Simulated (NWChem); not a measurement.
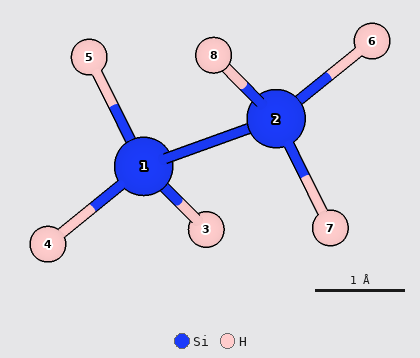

Figure 1. The structure (ball-and-stick view, seen at a tilt; atoms are numbered from 1 in the order of the input).

Si₂H₆: single-point calculation (part 1 of 3)

- system: Si₂H₆
- method: CCSD/aug-cc-pVDZ, RHF (NWChem 7.3.0)

The geometry comes from this level: PBE0-D4/def2-TZVP.

The input:
```
START job
memory total 2200 mb
GEOMETRY units angstrom noautosym nocenter noautoz
  Si    -0.340500     0.490200    -1.004900
  Si     0.363500    -0.504400     0.991000
  H      0.833900     0.948200    -1.794900
  H     -1.112900    -0.483900    -1.821900
  H     -1.208000     1.664100    -0.717900
  H      1.139000     0.468600     1.806300
  H      1.228100    -1.680500     0.704000
  H     -0.811000    -0.959200     1.782600
END
BASIS "ao basis" spherical bse
  * library aug-cc-pVDZ
END
SCF
  thresh 1e-08
  maxiter 80
END
CCSD
  freeze core 10
  maxiter 60
END
TASK ccsd energy
```

Hardware: 1 thread of Intel Xeon (Sapphire Rapids), 16 GiB of memory available, shared host.

Command:
```bash
nwchem job.nw > job.out
```

Output:
```
Northwest Computational Chemistry Package (NWChem) 7.3.0
             --------------------------------------------------------

           Job information
           ---------------

    nwchem branch   = 7.3.0
    use scalapack   = T
    input           = job.nw
    prefix          = job.
    data base       = ./job.db
    status          = startup
    nproc           =        1

           Memory information
           ------------------

    heap     =     72089598 doubles =      550.0 Mbytes
    stack    =     72089595 doubles =      550.0 Mbytes
    global   =    144179200 doubles =     1100.0 Mbytes (distinct from heap & stack)
    total    =    288358393 doubles =     2200.0 Mbytes
    verify   = yes
    hardfail = no

           Directory information
           ---------------------

  0 permanent = .
  0 scratch   = .

                                NWChem Input Module
                                -------------------

 Scaling coordinates for geometry "geometry" by  1.889725989
 (inverse scale =  0.529177249)

                             Geometry "geometry" -> ""
                             -------------------------

 Output coordinates in angstroms (scale by  1.889725989 to convert to a.u.)

  No.       Tag          Charge          X              Y              Z
 ---- ---------------- ---------- -------------- -------------- --------------
    1 Si                  14.0000    -0.34050000     0.49020000    -1.00490000
    2 Si                  14.0000     0.36350000    -0.50440000     0.99100000
    3 H                    1.0000     0.83390000     0.94820000    -1.79490000
    4 H                    1.0000    -1.11290000    -0.48390000    -1.82190000
    5 H                    1.0000    -1.20800000     1.66410000    -0.71790000
    6 H                    1.0000     1.13900000     0.46860000     1.80630000
    7 H                    1.0000     1.22810000    -1.68050000     0.70400000
    8 H                    1.0000    -0.81100000    -0.95920000     1.78260000

      Atomic Mass
      -----------

      Si                27.976930
      H                  1.007825

 Effective nuclear repulsion energy (a.u.)      90.7730877349

            Nuclear Dipole moment (a.u.)
            ----------------------------
        X                 Y               Z
 ---------------- ---------------- ----------------
     0.7390718341    -0.4563688262    -0.4467312237

            XYZ format geometry
            -------------------
     8
 geometry
 Si                   -0.34050000     0.49020000    -1.00490000
 Si                    0.36350000    -0.50440000     0.99100000
 H                     0.83390000     0.94820000    -1.79490000
 H                    -1.11290000    -0.48390000    -1.82190000
 H                    -1.20800000     1.66410000    -0.71790000
 H                     1.13900000     0.46860000     1.80630000
 H                     1.22810000    -1.68050000     0.70400000
 H                    -0.81100000    -0.95920000     1.78260000

 ==============================================================================
                                internuclear distances
 ------------------------------------------------------------------------------
       center one      |      center two      | atomic units |  angstroms
 ------------------------------------------------------------------------------
    2 Si               |   1 Si               |     4.41908  |     2.33847
    3 H                |   1 Si               |     2.81124  |     1.48764
    4 H                |   1 Si               |     2.81116  |     1.48760
    5 H                |   1 Si               |     2.81116  |     1.48760
    6 H                |   2 Si               |     2.81109  |     1.48756
    7 H                |   2 Si               |     2.81126  |     1.48765
    8 H                |   2 Si               |     2.81114  |     1.48759
 ------------------------------------------------------------------------------
                         number of included internuclear distances:          7
 ==============================================================================

 ==============================================================================
                                 internuclear angles
 ------------------------------------------------------------------------------
        center 1       |       center 2       |       center 3       |  degrees
 ------------------------------------------------------------------------------
    2 Si               |   1 Si               |   3 H                |   110.28
    2 Si               |   1 Si               |   4 H                |   110.28
    2 Si               |   1 Si               |   5 H                |   110.27
    3 H                |   1 Si               |   4 H                |   108.65
    3 H                |   1 Si               |   5 H                |   108.65
    4 H                |   1 Si               |   5 H                |   108.66
    1 Si               |   2 Si               |   6 H                |   110.28
    1 Si               |   2 Si               |   7 H                |   110.28
    1 Si               |   2 Si               |   8 H                |   110.27
    6 H                |   2 Si               |   7 H                |   108.65
    6 H                |   2 Si               |   8 H                |   108.66
    7 H                |   2 Si               |   8 H                |   108.65
 ------------------------------------------------------------------------------
                            number of included internuclear angles:         12
 ==============================================================================

 Summary of "ao basis" -> "" (spherical)
 ------------------------------------------------------------------------------
       Tag                 Description            Shells   Functions and Types
 ---------------- ------------------------------  ------  ---------------------
 *                        aug-cc-pVDZ                 on all atoms

                      Basis "ao basis" -> "ao basis" (spherical)
                      -----
  [basis functions not shown]

 Summary of "ao basis" -> "ao basis" (spherical)
 ------------------------------------------------------------------------------
       Tag                 Description            Shells   Functions and Types
 ---------------- ------------------------------  ------  ---------------------
 Si                       aug-cc-pVDZ               11       27   5s4p2d
 H                        aug-cc-pVDZ                5        9   3s2p

                                 NWChem SCF Module
                                 -----------------

  ao basis        = "ao basis"
  functions       =   108
  atoms           =     8
  closed shells   =    17
  open shells     =     0
  charge          =   0.00
  wavefunction    = RHF
  input vectors   = atomic
  output vectors  = ./job.movecs
  use symmetry    = F
  symmetry adapt  = F

 Summary of "ao basis" -> "ao basis" (spherical)
 ------------------------------------------------------------------------------
       Tag                 Description            Shells   Functions and Types
 ---------------- ------------------------------  ------  ---------------------
 Si                       aug-cc-pVDZ               11       27   5s4p2d
 H                        aug-cc-pVDZ                5        9   3s2p

 Forming initial guess at       0.1s

      Superposition of Atomic Density Guess
      -------------------------------------

 Sum of atomic energies:        -580.66801159

      Non-variational initial energy
      ------------------------------

 Total energy =    -581.250164
 1-e energy   =    -984.251164
 2-e energy   =     312.227912
 HOMO         =      -0.331349
 LUMO         =       0.027019

 Starting SCF solution at       1.4s

 ----------------------------------------------
         Quadratically convergent ROHF

 Convergence threshold     :          1.000E-08
 Maximum no. of iterations :           80
 Final Fock-matrix accuracy:          1.000E-10
 ----------------------------------------------

              iter       energy          gnorm     gmax       time
             ----- ------------------- --------- --------- --------
                 1     -581.3096597073  4.27D-01  1.03D-01      4.2
                 2     -581.3395223861  8.88D-02  2.01D-02      9.7
                 3     -581.3405788929  4.15D-03  1.06D-03     17.4
                 4     -581.3405815147  4.37D-06  1.57D-06     30.3
                 5     -581.3405815147  1.25D-09  2.71D-10     46.1

       Final RHF  results
       ------------------

         Total SCF energy =   -581.340581514738
      One-electron energy =   -986.172094006778
      Two-electron energy =    314.058424757150
 Nuclear repulsion energy =     90.773087734890

        Time for solution =     44.7s

             Final eigenvalues
             -----------------

              1
    1  -68.7814
    2  -68.7814
    3   -6.1308
    4   -6.1307
    5   -4.2369
    6   -4.2366
    7   -4.2366
    8   -4.2366
    9   -4.2366
   10   -4.2362
   11   -0.7600
   12   -0.6797
   13   -0.4990
   14   -0.4989
   15   -0.4708
   16   -0.4708
   17   -0.4046
   18    0.0392
   19    0.0415
   20    0.0647
   21    0.0647
   22    0.0716
   23    0.0716
   24    0.0744
   25    0.0890
   26    0.0890
   27    0.1024

                       ROHF Final Molecular Orbital Analysis
                       -------------------------------------

 Vector    8  Occ=2.000000D+00  E=-4.236560D+00
              MO Center=  1.9D-02, -1.8D-02,  1.5D-02, r^2= 1.5D+00
   Bfn.  Coefficient  Atom+Function         Bfn.  Coefficient  Atom+Function
  ----- ------------  ---------------      ----- ------------  ---------------
    34     -0.566005  2 Si py                 7      0.553528  1 Si py
    33     -0.415773  2 Si px                 6      0.407537  1 Si px

 Vector    9  Occ=2.000000D+00  E=-4.236560D+00
              MO Center=  2.0D-02, -1.9D-02,  1.7D-02, r^2= 1.5D+00
   Bfn.  Coefficient  Atom+Function         Bfn.  Coefficient  Atom+Function
  ----- ------------  ---------------      ----- ------------  ---------------
    33     -0.540640  2 Si px                 6      0.528591  1 Si px
    35      0.347890  2 Si pz                 8     -0.339162  1 Si pz
    34      0.315222  2 Si py                 7     -0.307074  1 Si py

 Vector   10  Occ=2.000000D+00  E=-4.236211D+00
              MO Center=  1.3D-02, -8.5D-03, -4.1D-03, r^2= 1.5D+00
   Bfn.  Coefficient  Atom+Function         Bfn.  Coefficient  Atom+Function
  ----- ------------  ---------------      ----- ------------  ---------------
     8      0.603226  1 Si pz                35      0.604782  2 Si pz
     7     -0.300561  1 Si py                34     -0.301662  2 Si py
     6      0.212647  1 Si px                33      0.213475  2 Si px

 Vector   11  Occ=2.000000D+00  E=-7.600023D-01
              MO Center=  1.2D-02, -7.1D-03, -6.9D-03, r^2= 3.1D+00
   Bfn.  Coefficient  Atom+Function         Bfn.  Coefficient  Atom+Function
  ----- ------------  ---------------      ----- ------------  ---------------
     3      0.307359  1 Si s                 30      0.307370  2 Si s
     4      0.179951  1 Si s                 31      0.179959  2 Si s

 Vector   12  Occ=2.000000D+00  E=-6.796706D-01
              MO Center=  1.1D-02, -7.1D-03, -7.0D-03, r^2= 4.3D+00
   Bfn.  Coefficient  Atom+Function         Bfn.  Coefficient  Atom+Function
  ----- ------------  ---------------      ----- ------------  ---------------
     3      0.285083  1 Si s                 30     -0.285070  2 Si s

 Vector   13  Occ=2.000000D+00  E=-4.989585D-01
              MO Center=  1.3D-02, -7.4D-03, -7.1D-03, r^2= 4.5D+00
   Bfn.  Coefficient  Atom+Function         Bfn.  Coefficient  Atom+Function
  ----- ------------  ---------------      ----- ------------  ---------------
    64      0.247229  4 H  s                 82     -0.247406  6 H  s
    10     -0.188940  1 Si py                37     -0.189019  2 Si py

 Vector   14  Occ=2.000000D+00  E=-4.989494D-01
              MO Center=  9.4D-03, -6.7D-03, -6.4D-03, r^2= 4.5D+00
   Bfn.  Coefficient  Atom+Function         Bfn.  Coefficient  Atom+Function
  ----- ------------  ---------------      ----- ------------  ---------------
    73      0.228133  5 H  s                 91     -0.227743  7 H  s
    55     -0.200204  3 H  s                100      0.200656  8 H  s
     9     -0.182785  1 Si px                36     -0.182833  2 Si px
```
